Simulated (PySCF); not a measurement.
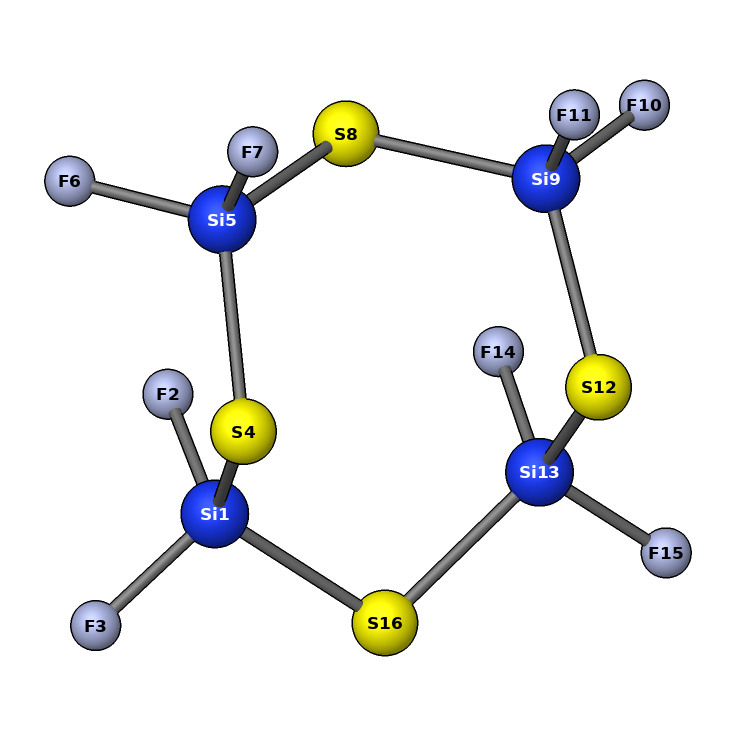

The questions are on isotropic NMR shieldings of the F atoms. The geometry was computed by an optimisation with PBE0-D3(BJ)/def2-SVP. No frequency run is at hand to confirm it as a minimum. Method: GIAO B3LYP/pcSseg-1 NMR shielding, non-relativistic, gas phase (PySCF 2.14.0).

Question: Which F atom is the most shielded (lowest chemical shift)?

Answer: F6 (276.4 ppm).

Question: Which F atom is the least shielded (highest chemical shift)?

Answer: F2 (259.3 ppm).

Question: How wide is the range of F shifts?

Answer: 17.1 ppm.

Give the isotropic NMR shieldings of the F atoms atom by atom.

```
atom  σ (ppm)
  F2    259.3
  F3    276.0
  F6    276.4
  F7    271.7
 F10    276.2
 F11    271.8
 F14    259.6
 F15    276.0
```
